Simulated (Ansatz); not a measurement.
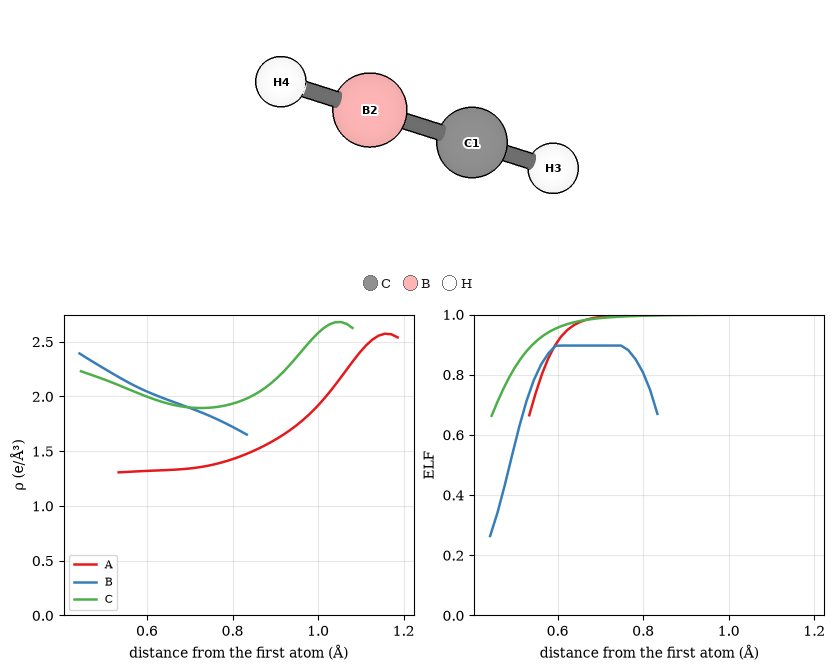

Figure 1: CH2B (doublet). Electron density and ELF along straight lines between neighbouring atoms. The curves leave out the atomic cores. The structure is drawn too.

Geometry: PBE0-D3(BJ)/def2-SVP.

Method: isolated molecule in a Gaussian basis; Kohn-Sham density functional theory, functional PBE0 (Ansatz).

The calculation's input:

```
crystal:
  periodic: [false, false, false]
  atoms:
    - {symbol: C, position_ang: [0.000000, 0.000000, -0.706618]}
    - {symbol: B, position_ang: [0.000000, 0.000000, 0.653841]}
    - {symbol: H, position_ang: [0.000000, 0.000000, -1.786937]}
    - {symbol: H, position_ang: [0.000000, 0.000000, 1.839714]}
basis:
  gaussian:
    orbitals: def2-TZVPD
magnetization:
  spin_polarized: true
  initial_magnetization: 1
hamiltonian:
  xc: pbe0
output: {forces: true, orbitals: {seedname: orbitals}}
```

Run with:

```sh
ansatz run input.yaml --threads 1 --pin off --max-ram 2610MiB --events-out events.jsonl --progress --plain --runs-dir runs
```

Which curve belongs to which contact (B–H, C–B and C–H)? The first atom named is at distance zero.

Answer. Curve A: B–H (1.19 Å): ρ is about 1.3 e/Å³ halfway; the ELF climbs to about 1 towards the hydrogen, as it does in any bond to H; a covalent bond by its length. Curve B: C–B (1.36 Å): ρ is about 1.9 e/Å³ halfway; the ELF peaks at about 0.90 between the atoms: localised, covalent bonding. Curve C: C–H (1.08 Å): the density is about 2.1 e/Å³ at the midpoint; the ELF climbs to about 1 towards the hydrogen: a covalent bond by its length.
